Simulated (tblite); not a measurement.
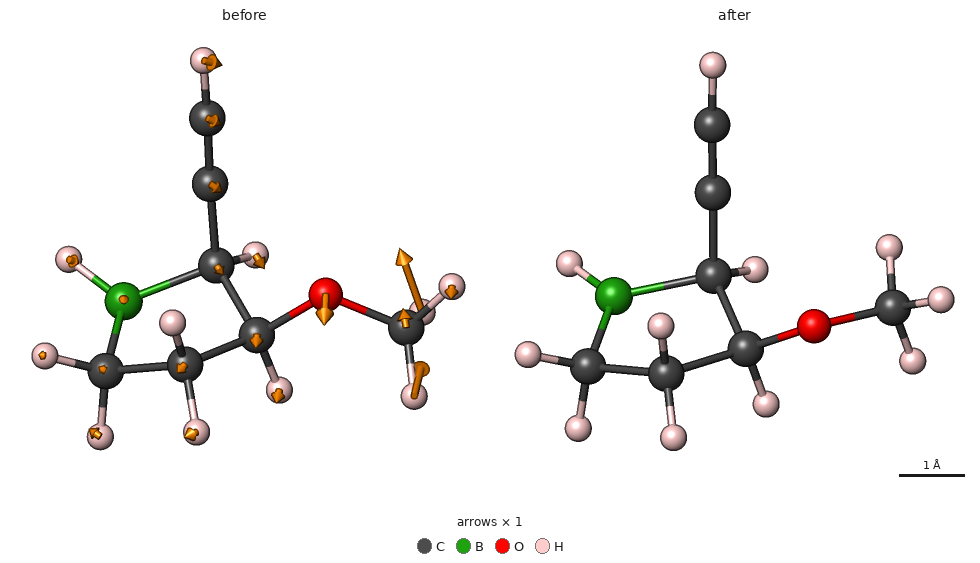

The structure of C7H11BO before (left) and after (right) a relaxation, at one scale. The orange arrows give the displacements, at their true length.

The picture is a ball-and-stick view, seen face on.

Level of theory: GFN2-xTB geometry optimisation, gas phase (tblite 0.8.0). 

Summarise the run.

Answer. An H atom moves most after the best rigid fit: 1.14 Å. By element the largest moves are H 1.14 Å, O 0.60 Å, C 0.32 Å, B 0.13 Å. Some distances before and after: C–C 1.503 → 1.555 Å, C–C 1.488 → 1.532 Å, C–O 1.363 → 1.403 Å, B–C 1.606 → 1.571 Å. Bond angles that change, for instance: C–C–O 105.2° → 115.9°, C–C–H 105.3° → 113.4°, C–C–H 115.2° → 107.2°. Groups turn about C–O by about 55°. Over 128 geometry steps the energy falls by 0.736 eV.
